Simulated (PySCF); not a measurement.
SMILES O[Si](O)(Cl)Cl at its PBE0/def2-SVP optimised geometry (Å):

```
7

O     -1.3737    -1.3500    -1.2756
Si    -0.7010    -0.5684     0.0000
O      0.9393    -0.5684     0.0000
Cl    -1.4183    -1.5242     1.6567
Cl    -1.2395     1.4021     0.0000
H     -1.3148    -0.9142    -2.1321
H      1.3737    -1.4021     0.2079
```

Method: PBE0/def2-TZVP (PySCF 2.14.0). Cells within 0.4 Å of a nucleus heavier than hydrogen are left out (blank, or x).

Map of the deformation density (molecule minus spherical neutral atoms) (e/bohr³) on the plane z = 0.0 Å:

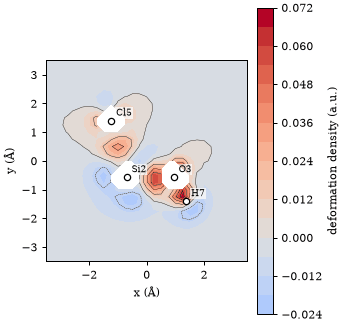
Fig. 1. Deformation density (molecule minus spherical neutral atoms) (e/bohr³) on the plane z = 0.0 Å.
